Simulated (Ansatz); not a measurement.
## Nudged elastic band of GeH2BrOF3

GeH2BrOF3, computed with RKS BHLYP-D4/def2-SVP (Ansatz 0.2.0).

The run did not end well. One setting was made poor on purpose. It belongs to a series of runs on one base structure; here: an input spoilt on purpose.

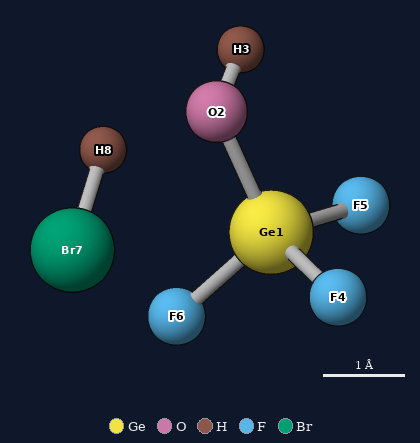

Fig. 1: The input geometry (ball-and-stick view, seen at a tilt; atoms are numbered from 1 in the order of the input). Sticks mark near contacts. Bond lengths as drawn: Br–H 1.42 Å, F–Ge 1.69 to 1.70 Å, Ge–O 1.73 Å and H–O 0.96 Å.

**The input**
```yaml
crystal:
  periodic: [false, false, false]
  atoms:
    - { symbol: Ge, position_ang: [-0.172187, 0.094647, 0.01816] }
    - { symbol: O, position_ang: [-0.197894, -0.115751, 1.732065] }
    - { symbol: H, position_ang: [-0.76611, 0.49712, 2.198466] }
    - { symbol: F, position_ang: [1.385309, 0.395732, -0.559034] }
    - { symbol: F, position_ang: [-1.139678, 1.435034, -0.371797] }
    - { symbol: F, position_ang: [-0.79926, -1.242903, -0.800076] }
    - { symbol: Br, position_ang: [1.811395, -2.694907, 1.344598] }
    - { symbol: H, position_ang: [1.066724, -1.833572, 2.189118] }
basis:
  gaussian: { orbitals: def2-SVP }
hamiltonian:
  xc: { name: BHLYP }
  dispersion: d4
neb:
  order_check: false
  images: 6
  f_tol: 0.03
  max_iterations: 8
  climbing: false
  final_atoms:
    - { symbol: Ge, position_ang: [0.46971454, -0.24017422, -0.09601176] }
    - { symbol: O, position_ang: [-0.37123415, -0.3896707, 2.10415388] }
    - { symbol: H, position_ang: [-1.3051245, -0.59132444, 2.02423638] }
    - { symbol: F, position_ang: [0.90814422, -0.10737099, -1.7442943] }
    - { symbol: F, position_ang: [0.36847201, 1.39924975, 0.33339992] }
    - { symbol: F, position_ang: [-1.0632831, -0.98006095, -0.26903841] }
    - { symbol: Br, position_ang: [2.16912417, -1.48492199, 0.74172666] }
    - { symbol: H, position_ang: [6.01248581, 4.92967354, 8.65732764] }
  initial_path: idpp
```

Run as:
```bash
ansatz run input.yaml --threads 4 --pin off --max-ram 5120MiB --backend cpu --events-out ev --progress --plain --runs-dir out
```

**What the program printed**
```
Engine: ansatz 0.2.0, aarch64-unknown-linux-gnu
Functional definition: BHLYP
  parameter a = 0.5
  exchange = (1 - a)*b88_x + a*exact_x
  correlation = lyp_c
1332 factors; integrals over basis functions are off by at most 4.8e-4 eV
mean field evaluation 1: about -136763.9872 eV, gradient 6.1e1 eV
mean field evaluation 2: about -136762.6075 eV, gradient 7.0e1 eV
mean field evaluation 4: about -136769.8451 eV, gradient 1.2e0 eV
mean field evaluation 8: about -136769.8925 eV, gradient 4.2e-2 eV
mean field evaluation 16: about -136769.8925 eV, gradient 1.3e-5 eV
mean field -136769.89253554 eV, -5026.2008447183 hartree, gradient 1.3e-5 eV, S^2 0.000000; 0 other end points of the search recorded, 0 dependent functions left out
the calculation of the forces begins
reference -136769.89270152 eV, -5026.2008508179 hartree; 52, 52 occupied and 78, 78 virtual orbitals, 1332 factors
1327 factors; integrals over basis functions are off by at most 3.0e-4 eV
mean field evaluation 32: about -136760.5585 eV, gradient 2.5e0 eV
mean field -136760.73039943 eV, -5025.8641424266 hartree, gradient 2.2e-5 eV, S^2 0.000000; 2 other end points of the search recorded, 0 dependent functions left out
[... from here on the field's lines of each further geometry are left out, up to the last ...]
WARN: NEB end point (image 7): max|allowed force component| = 1.022e0 eV/Å (the criterion of neb.relax_end_points is 1.000e-2). That is over neb.f_tol: it is no minimum, so the barrier can be far off. Relax it first
NEB iter   1: max|band force component| = 4.340e0 eV/Å  barrier→ = 9.3852 eV  barrier← = 0.2308 eV  Δτ_max = 0.2000 Å  (939 SCF iters)
NEB iter   2: max|band force component| = 2.858e0 eV/Å  barrier→ = 9.1545 eV  barrier← = 0.0000 eV  Δτ_max = 0.2000 Å  (341 SCF iters)
```

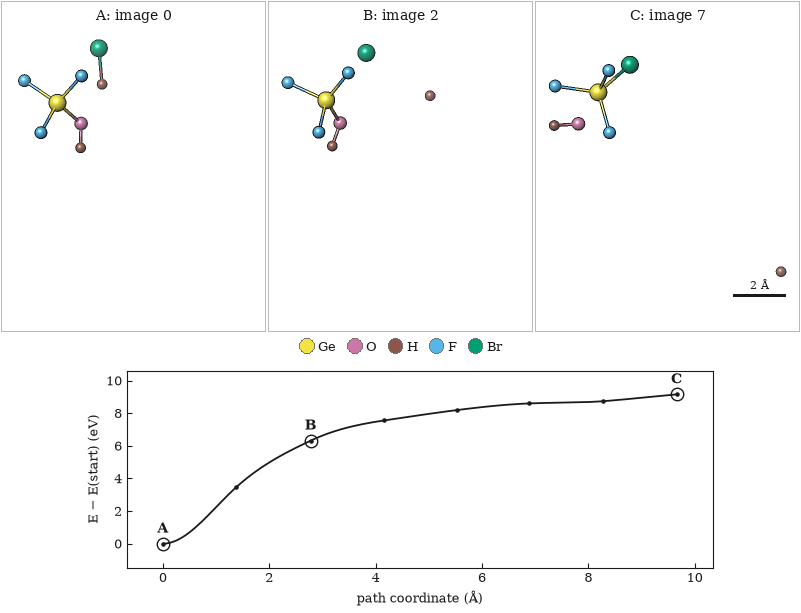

Fig. 2: Images of the last band (counted from 0; ball-and-stick, seen at a tilt) above the energy along the path; the line is a cubic interpolation that uses the forces. No image lies above both ends; the end is 9.154 eV above the start. The path is 9.66 Å long. The band had not converged after 2 iterations. The end points carry forces over 0.1 eV/Å, so they aren't fully relaxed minima and the barriers are approximate.

```
the calculation of the forces begins
reference -136761.81941786 eV, -5025.9041631158 hartree; 52, 52 occupied and 78, 78 virtual orbitals, 1325 factors
these checks for a lower state are left out or cut short: starts, cluster_reference, orbital_swaps, neighbouring_geometries, increment
1323 factors; integrals over basis functions are off by at most 2.9e-4 eV
mean field -136761.40485180 eV, -5025.8889280939 hartree, gradient 2.6e-5 eV, S^2 0.000000; 0 other end points of the search recorded, 0 dependent functions left out
the calculation of the forces begins
reference -136761.40509208 eV, -5025.8889369243 hartree; 52, 52 occupied and 78, 78 virtual orbitals, 1323 factors
these checks for a lower state are left out or cut short: starts, cluster_reference, orbital_swaps, neighbouring_geometries, increment
1323 factors; integrals over basis functions are off by at most 3.7e-4 eV
Unfinished report: {"positions_ang":[[0.8931360484445678,-0.941079782077788,-0.740794911067061],[-1.067651695046166,-1.4227800318980672,0.48131352703543084],[-1.6910773927719673,-1.7975755321904108,-0.143243080375834],[2.2115671045868783,-0.5975935061550655,-1.7754201293583987],[0.22088381660316758,0.6081368168082517,-0.5665529507589564],[-0.02185677613475745,-1.9526979876146924,-1.7736884662219592],[1.9292485661141892,-1.8877893935851728,1.0394880787996232],[-1.285950671795912,4.526779416712944,9.230397931947154]],"mean_field":{"relativity":"none","state":{"energy":{"ev":-136760.73064530888,"hartree":-5025.864151462429},"converged":true,"gradient_ev":0.000022326320906042905,"stability":{"kind":"minimum","curvature_ev":1.1932886789024513},"curvature_floor_ev":0.00030000000000000003,"spin_squared":-7.105427357601002e-14},"others":[{"energy":{"ev":-136760.69605229376,"hartree":-5025.862880192571},"converged":false,"gradient_ev":1.0409326942043404,"stability":{"kind":"undecided","curvature_ev":null},"curvature_floor_ev":null,"spin_squared":-9.237055564881302e-14},{"energy":{"ev":-136760.6875758196,"hartree":-5025.862568687891},"converged":false,"gradient_ev":1.1365973420963251,"stability":{"kind":"undecided","curvature_ev":null},"curvature_floor_ev":null,"spin_squared":-6.394884621840902e-14}],"fillings":{"estimated":0,"unestimated":0,"tried":0,"untried":3,"excluded_magnetic_sites":0},"n_dropped_functions":0,"n_trapped_functions":0,"passes":{"evaluations":31,"products":110},"factors":{"origin":"Cholesky decomposition","count":1327,"bound_ev":0.00030188667187509686},"gradient_stop_ev":0.000035798660367073536,"reference_kind":"stationary","functional":{"name":"BHLYP","citations":["Becke, J. Chem. Phys. 98, 1372 (1993) doi:10.1063/1.464304","Becke, Phys. Rev. A 38, 3098 (1988) doi:10.1103/PhysRevA.38.3098","Lee, Yang & Parr, Phys. Rev. B 37, 785 (1988) doi:10.1103/PhysRevB.37.785"],"text":"name \"BHLYP\"\ncite \"Becke, J. Chem. Phys. 98, 1372 (1993) doi:10.1063/1.464304\"\ncite \"Becke, Phys. Rev. A 38, 3098 (1988) doi:10.1103/PhysRevA.38.3098\"\ncite \"Lee, Yang & Parr, Phys. Rev. B 37, 785 (1988) doi:10.1103/PhysRevB.37.785\"\nparameter a = 0.5\nexchange = (1 - a)*b88_x + a*exact_x\ncorrelation = lyp_c\n","parameters":{"a":{"value":0.5,"default":0.5}},"final_grid":{"core_spheres":13.0,"valence_spheres":11.0,"degree":36.0},"final_grid_parameter_source":"default","radial_points_factor":1.0,"radial_grid_error_ev":4.671919181681796e-7,"grid_sensitivity":"normal","grid_sensitivity_ratio":0.0009331686670994504},"unsmoothed_excess_ev":-0.0002458764648651756,"symmetry":{"irreps":["A"],"axes":[[0.6734397129742579,0.685288131346512,0.27723479223350567],[-0.2978786650676033,0.5947893820425331,-0.7466551358605955],[-0.6765702135674404,0.4202448905639039,0.6046875044750311]],"occupied":[{"A":52},{"A":52}]},"held":{"pivots":1323,"left_out":9,"joined":4},"density_repulsion":{"missed_ev":0.000013864719618247176,"excess_ev":2.2904904667695069e-10,"most_excess_ev":0.0002808,"are_drawn_again":false,"n_first_factors":1327,"energy_change_ev":0.0,"n_dropped_ends":0}},"factors":{"origin":"Cholesky decomposition","count":1327,"bound_ev":0.00030188667187509686},"n_frozen":0,"n_occupied":[52,52],"n_virtual":[78,78],"reference":{"ev":-136760.73064530888,"hartree":-5025.864151462429},"dispersion":{"energy":{"ev":-0.2526147585594048,"hartree":-0.009283421148624866},"switches_in_reach":[]},"total":{"ev":-136760.98326006744,"hartree":-5025.873434883578},"forces_ev_per_angstrom":[[-1.022371422240952,-0.1512419287938503,0.2292864231292871],[0.9426993488920771,0.328547763894693,0.21786728150229234],[-0.055868347546441315,-0.23457642964096767,-0.2574303232367515],[0.076312772481288,0.015462746570217532,-0.002201123958629139],[0.1338095079338968,0.20681278232351172,-0.016534668540071927],[0.1585596285645536,-0.08666204371692711,-0.17460895653010863],[-0.2353218313721042,-0.059639889927005516,0.03233553158522352],[0.0021803433261462076,-0.018703000739769153,-0.028714163968925177]],"charge_distribution":{"dipole_moment_e_ang":[-0.4607375179973131,0.682854580542564,1.9233355988745646],"mulliken_charges_e":[1.3462734464848616,-0.31244727707642284,0.2021733591549748,-0.4199245564056877,-0.4071088596847279,-0.42704429365773144,-0.1589930757693807,0.1770712569540357],"lowdin_charges_e":[-0.39764761828664774,0.07611219833219085,-0.048829309939699916,-0.02654602640560455,-0.0050507228940990245,-0.02423683707062807,0.24912705931365764,0.17707125695071302]},"n_threads":4,"memory_gib":4.261363637633622,"seconds":{"hamiltonian":6.455293184,"orbitals":0.0,"second_order":0.0,"solver_start":0.0,"cycles":0.0,"cycle":0.0,"perturbative":0.0,"full_ci_increment":0.0,"forces":0.0}}
this run last wrote the band of iteration 2 to [file]
Error: SIGTERM received: run cancelled behind 376 evaluations of the mean field
```

**The last band as extended XYZ (Å, eV, eV/Å)**
```
8
Properties=species:S:1:pos:R:3:forces:R:3 image=0 energy=-136770.13749
Ge   -0.1722    0.0946    0.0182    0.0059  -0.0084  -0.0170
O    -0.1979   -0.1158    1.7321   -0.0036   0.0022  -0.0067
H    -0.7661    0.4971    2.1985   -0.0135   0.0175   0.0249
F     1.3853    0.3957   -0.5590    0.0066   0.0059  -0.0010
F    -1.1397    1.4350   -0.3718   -0.0005  -0.0020   0.0039
F    -0.7993   -1.2429   -0.8001   -0.0043  -0.0024  -0.0019
Br    1.8114   -2.6949    1.3446    0.0158  -0.0209  -0.0092
H     1.0667   -1.8336    2.1891   -0.0063   0.0081   0.0070
8
Properties=species:S:1:pos:R:3:forces:R:3 image=1 energy=-136766.66405
Ge   -0.0787    0.0041   -0.1832   -0.6676   0.1595   1.0186
O    -0.4699   -0.1536    1.5176    0.4151   0.1316  -0.6921
H    -1.1876    0.4288    1.7665   -0.0185   0.0908  -0.0504
F     1.5169    0.2776   -0.6556    0.1353  -0.1500   0.1549
F    -0.9128    1.3981   -0.6963   -0.0421  -0.0095  -0.1026
F    -0.7106   -1.3070   -1.0380    0.1113  -0.1507  -0.2060
Br    1.7438   -2.4704    1.4537   -0.6150   1.1945   3.2252
H     1.2872   -1.6422    3.5868    0.6815  -1.2662  -3.3476
8
Properties=species:S:1:pos:R:3:forces:R:3 image=2 energy=-136763.81832
Ge    0.0281   -0.1350   -0.3453   -1.3566   0.3712   1.0965
O    -0.7584   -0.3177    1.2501    0.9763   0.3199  -1.2770
H    -1.5669    0.1944    1.2299   -0.1045   0.1520   0.0374
F     1.6526    0.1754   -0.7008    0.0852  -0.2953   0.3780
F    -0.6756    1.3026   -0.9608   -0.0630  -0.2326   0.0340
F    -0.5184   -1.4172   -1.3075    0.2444  -0.1179  -0.1553
Br    1.6250   -2.1101    1.6488    0.1819   0.1345   1.1545
H     1.4019   -1.1570    4.9371    0.0364  -0.3318  -1.2680
8
Properties=species:S:1:pos:R:3:forces:R:3 image=3 energy=-136762.58031
Ge    0.1333   -0.2574   -0.4604   -1.1955   0.1299   1.2005
O    -0.8073   -0.5005    1.0952    1.4002   0.5172  -1.8099
H    -1.6767   -0.1589    0.8791   -0.2279   0.0758   0.2280
F     1.7310    0.1035   -0.9331   -0.0556  -0.2882   0.5070
F    -0.5538    1.2207   -1.0139   -0.1547  -0.3489   0.0896
F    -0.3993   -1.5128   -1.4734    0.1317  -0.0006  -0.1257
Br    1.6200   -1.9390    1.4619    0.0960  -0.0198   0.1234
H     1.1411   -0.4202    6.1961    0.0057  -0.0654  -0.2129
8
Properties=species:S:1:pos:R:3:forces:R:3 image=4 energy=-136761.94653
Ge    0.3107   -0.4396   -0.5337   -1.9127   0.3219   1.7396
O    -0.9376   -0.6507    0.9101    1.8153   0.1880  -1.6699
H    -1.8133   -0.6225    0.4990    0.3487  -0.1258   0.1227
F     1.8647   -0.0637   -1.1567    0.0784  -0.3524   0.4536
F    -0.3270    1.1088   -0.9301   -0.0661  -0.0873  -0.1680
F    -0.2637   -1.6273   -1.6077    0.0547  -0.1128  -0.1329
Br    1.6639   -1.8034    1.3584   -0.3242   0.1998  -0.2556
H     0.6906    0.6338    7.2122    0.0060  -0.0315  -0.0896
8
Properties=species:S:1:pos:R:3:forces:R:3 image=5 energy=-136761.53654
Ge    0.5474   -0.6531   -0.5814   -1.5275   0.1970   1.4122
O    -1.0114   -0.8863    0.7074    1.3938   0.1539  -0.9190
H    -1.7985   -1.0552    0.1696    0.3308  -0.3071   0.1440
F     2.0209   -0.2631   -1.3766    0.1596  -0.2477   0.0882
F    -0.0982    0.9246   -0.7612    0.1160   0.2043  -0.1338
F    -0.1207   -1.7902   -1.6595   -0.0199  -0.1512  -0.1972
Br    1.6801   -1.7091    1.2734   -0.4551   0.1748  -0.3370
H    -0.0312    1.9678    7.9798    0.0024  -0.0240  -0.0574
8
Properties=species:S:1:pos:R:3:forces:R:3 image=6 energy=-136761.39955
Ge    0.7243   -0.8285   -0.6409   -1.6363   0.4020   0.5188
O    -0.9877   -1.1570    0.5772    1.1880   0.2873  -0.7096
H    -1.6460   -1.5233   -0.0267    0.1741  -0.2993   0.1341
F     2.1910   -0.5116   -1.4701    0.1870  -0.0564  -0.1839
F     0.1098    0.7621   -0.7079    0.1244   0.1874  -0.0823
F    -0.0071   -1.9165   -1.7333   -0.0354  -0.1429  -0.2072
Br    1.7143   -1.7286    1.2028   -0.0061  -0.3560   0.5692
H    -0.9101    3.4389    8.5504    0.0042  -0.0220  -0.0390
8
Properties=species:S:1:pos:R:3:forces:R:3 image=7 energy=-136760.98301
Ge    0.8931   -0.9411   -0.7408   -1.0224  -0.1512   0.2293
O    -1.0677   -1.4228    0.4813    0.9427   0.3285   0.2179
H    -1.6911   -1.7976   -0.1432   -0.0559  -0.2346  -0.2574
F     2.2116   -0.5976   -1.7754    0.0763   0.0155  -0.0022
F     0.2209    0.6081   -0.5666    0.1338   0.2068  -0.0165
F    -0.0219   -1.9527   -1.7737    0.1586  -0.0867  -0.1746
Br    1.9292   -1.8878    1.0395   -0.2353  -0.0596   0.0323
H    -1.2860    4.5268    9.2304    0.0022  -0.0187  -0.0287
```

**What the run reported**

```csv
quantity,value
outcome,stopped at the time limit
"barrier, forward (band not converged)",9.155 eV
"barrier, backward",0.000 eV
hardware,"4 threads of Arm Neoverse V1, 24 GiB of memory available, shared host"
wall time,90 s (CPU time 5.7 min)
peak memory,0.45 GiB
```

The run was cut off by its time limit, so the output is incomplete. A deliberately poor setting: bad input.
